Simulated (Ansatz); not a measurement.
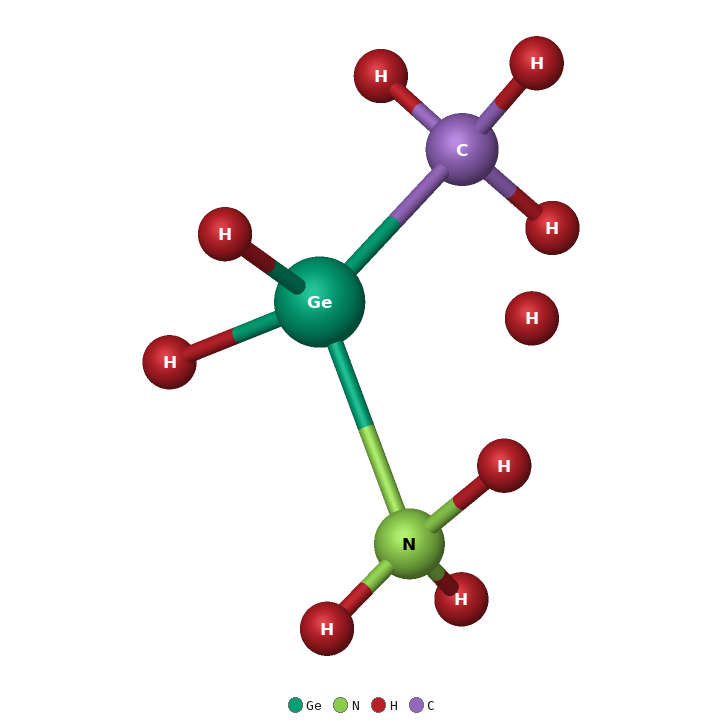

Sticks follow a distance rule. Harmonic vibrations computed with RKS PBE0-D4/def2-TZVP (Ansatz 0.2.0) at a stationary point of the same level.

Is this a minimum or a saddle point?

Answer. A first-order saddle point: one imaginary frequency, 1215i cm⁻¹.

How many vibrational modes are there, and where do they lie?

Answer. 30 modes: 1215i, 109, 124, 222, 396, 485, 518, 593, 635, 670, 759, 830, 860, 890, 909, 939, 1259, 1388, 1448, 1452, 1523, 1579, 1901, 1977, 2158, 3060, 3146, 3180, 3483, 3599 cm⁻¹.
